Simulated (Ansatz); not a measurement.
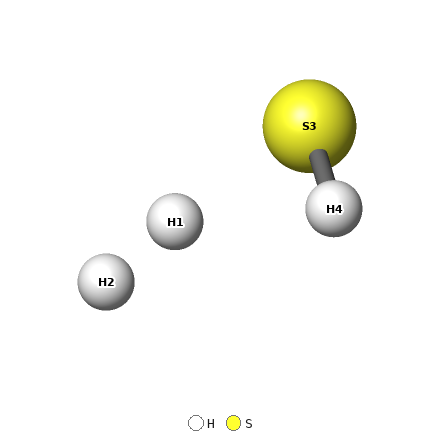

The system is the reacting system H3S (fragments H₂ + HS where the first distance is long, H₂S + H where the second is long), spin multiplicity 2; the picture shows the reference structure. 
- The first coordinate is: distance H1–S3 (bond that forms); the second: distance H1–H2 (bond that breaks).
- Relaxed at each point: all other coordinates.
- The scan uses a 7 × 7 grid.
- Points are written as (first, second).
- Energies are in kJ/mol, from the lowest grid point.
- In part of the range the unrestricted reference is strongly spin-contaminated.
- Computed with Ansatz, UKS r2SCAN0-D4/def2-TZVP.

Its coordinates:

```xyz
4

H    -0.6452    0.2005    0.3252
H    -1.5968    0.2464    0.1376
S     1.1385    0.0052    0.3967
H     1.1036   -0.4520   -0.8596
```

Range: distance H1–S3 (bond that forms) from 1.224 to 2.724 Å; distance H1–H2 (bond that breaks) from 0.666 to 2.466 Å.

> What landscape does the calculation give?

The lowest grid point is at (2.724 Å, 0.666 Å). It lies in a valley that leaves the map towards separated partners. Other grid points that lie below all their neighbours: (1.384 Å, 1.423 Å) (48 kJ/mol higher). The highest grid point, (2.724 Å, 2.466 Å), lies 395 kJ/mol above the lowest.

| second ↓, first → | 1.224 | 1.384 | 1.604 | 1.855 | 2.128 | 2.418 | 2.724 |
| --- | --- | --- | --- | --- | --- | --- | --- |
| 2.466 | 68 | 50 | 109 | 211 | 310 | 366 | 395 |
| 2.099 | 68 | 50 | 107 | 206 | 297 | 350 | 376 |
| 1.750 | 71 | 49 | 101 | 190 | 268 | 313 | 335 |
| 1.423 | 78 | 48 | 85 | 153 | 208 | 239 | 253 |
| 1.122 | 97 | 48 | 55 | 84 | 105 | 113 | 115 |
| 0.858 | 147 | 64 | 26 | 15 | 10 | 8 | 7 |
| 0.666 | 253 | 138 | 64 | 28 | 11 | 3 | 0 |

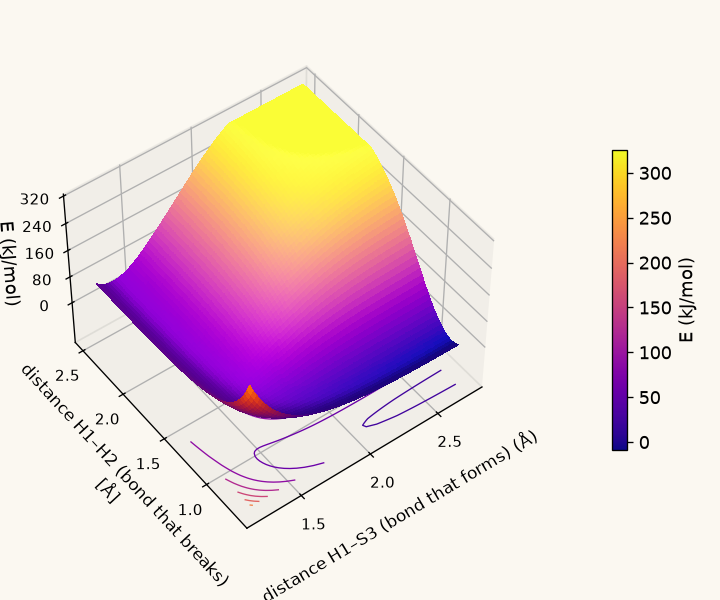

In the figure: a relief with its contours projected below, any walls above the top of the colour scale cut off. Between grid points the surface is interpolated.

The whole map (49 points run) took 17 min on 1 thread of Arm Neoverse V1, on a shared host.
